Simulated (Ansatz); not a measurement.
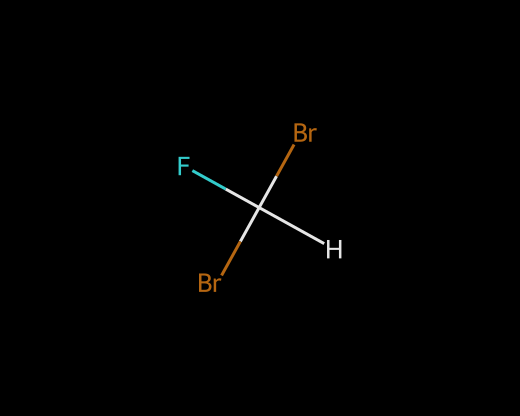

2D structure.

Transcribe the drawing into SMILES.

Answer. FC(Br)Br

Give the formula, hydrogens included.

Answer. CHBr2F.

An optimisation with PBE0-D4/def2-TZVP gave a structure of which point group?

Answer. Cs.

More results for the same structure follow; atom numbers are the same in all pictures, views and colours differ. The geometry was computed by an optimisation with PBE0-D4/def2-TZVP.

Shape

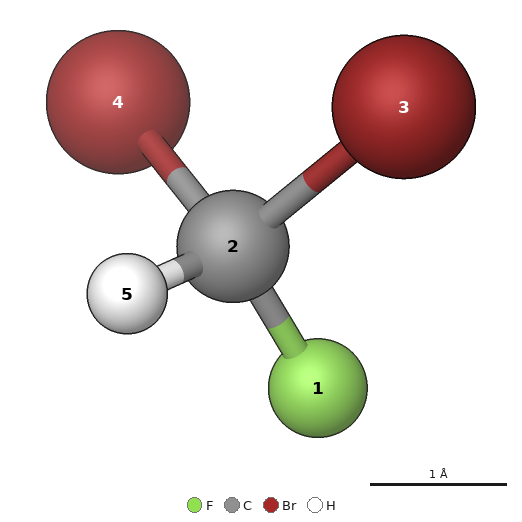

The atoms are numbered.

Give the bond lengths.

```json
{"bond": "F1–C2", "length (Å)": "1.338", "order": "single"}
{"bond": "C2–Br3", "length (Å)": "1.927", "order": "single"}
{"bond": "C2–Br4", "length (Å)": "1.927", "order": "single"}
{"bond": "C2–H5", "length (Å)": "1.086", "order": "single"}
```

Vibrations

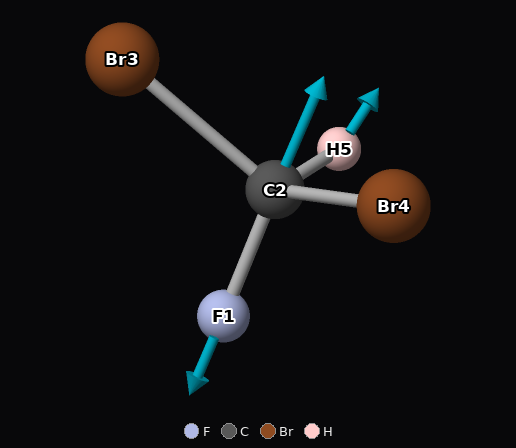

The arrows show one normal mode. Harmonic vibrations computed with RKS PBE0-D4/def2-TZVP (Ansatz 0.2.0) at a stationary point of the same level.

What kind of motion is it?

Answer. Mostly C–F stretching.

At what wavenumber does it lie?

Answer. 1125 cm⁻¹; it is mode 6 of 9 counted from the lowest.

Dipole moment

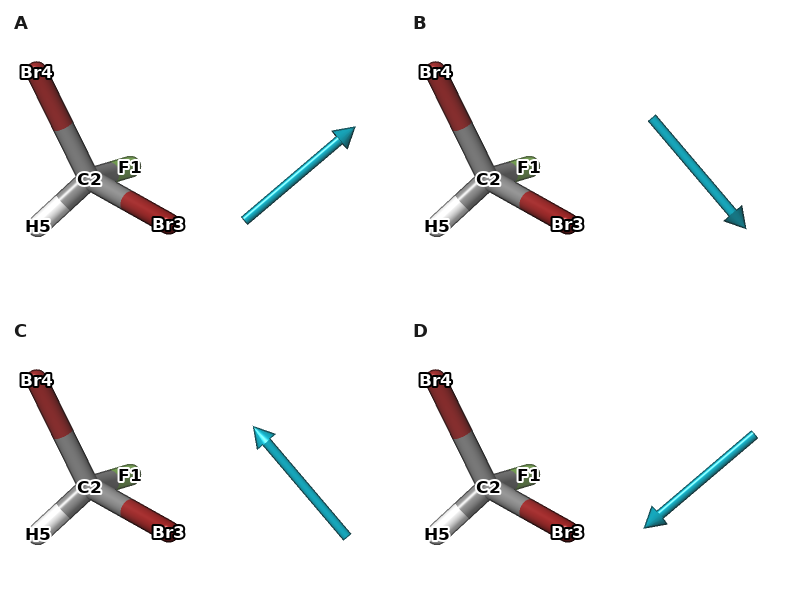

The same molecule four times, each with an arrow. Method: RKS ωB97M-V/def2-TZVPP (Ansatz 0.2.0).

Which arrow points along the dipole moment, from the negative to the positive end?

Answer. D. The dipole moment is 1.15 D; it points from the side of F1 to the side of H5 (the outermost atoms at the two ends).

Charges

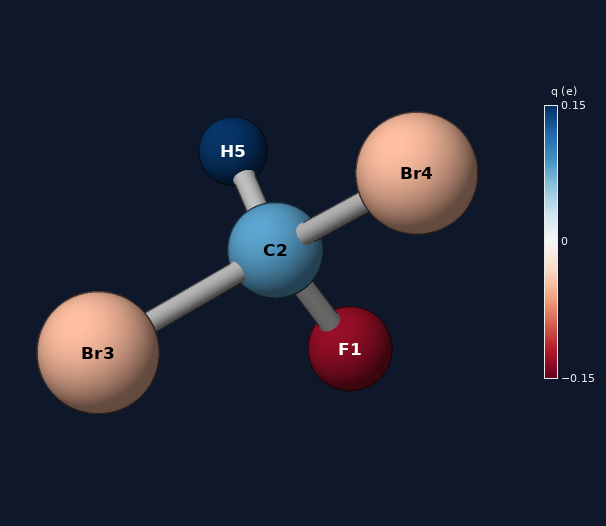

Atoms are coloured by their Mulliken charges. Level of theory: RKS PBE0-D4/def2-TZVP (Ansatz 0.2.0).

Give the Mulliken charges atom by atom.

| atom | value (e) |
| --- | --- |
| F1 | −0.13 |
| C2 | 0.08 |
| Br3 | −0.05 |
| Br4 | −0.05 |
| H5 | 0.15 |

Thermal motion

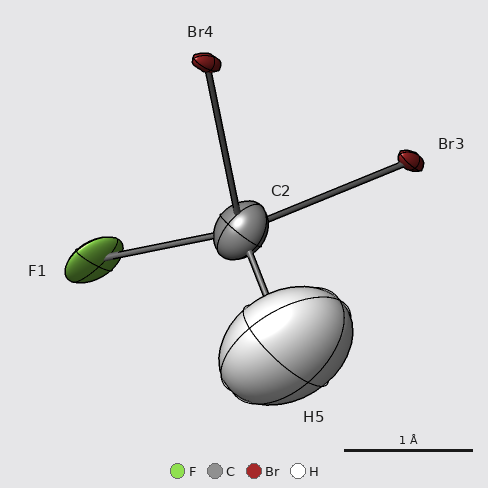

Displacement ellipsoids at the 50 % level, enlarged 3 times, from the internal vibrations of the free molecule (harmonic, no overall translation or rotation; no half-axis is drawn under 0.075 Å). Vibrations computed with RKS PBE0-D4/def2-TZVP (Ansatz 0.2.0). Temperature: 298 K.

Which atom has the largest mean-square displacement?

Answer. H5, with U_eq = 0.0123 Å².

Does H5 move more along its bond or across it?

Answer. Across it: the root-mean-square amplitude is 0.084 Å along the bond and up to 0.123 Å across, since bending and torsion are softer than stretching.

List U_eq and the three principal root-mean-square amplitudes for each kind of atom.

```json
{"atom": "F1", "U_eq (Å²)": "0.0022", "rms amplitudes (Å)": "0.013, 0.055, 0.059"}
{"atom": "C2", "U_eq (Å²)": "0.0023", "rms amplitudes (Å)": "0.043, 0.044, 0.055"}
{"atom": "Br3, Br4", "U_eq (Å²)": "0.00056", "rms amplitudes (Å)": "0.003, 0.013, 0.038"}
{"atom": "H5", "U_eq (Å²)": "0.0123", "rms amplitudes (Å)": "0.083, 0.122, 0.123"}
```

Mulliken values depend strongly on the basis set and can even reverse the polarity of a bond.
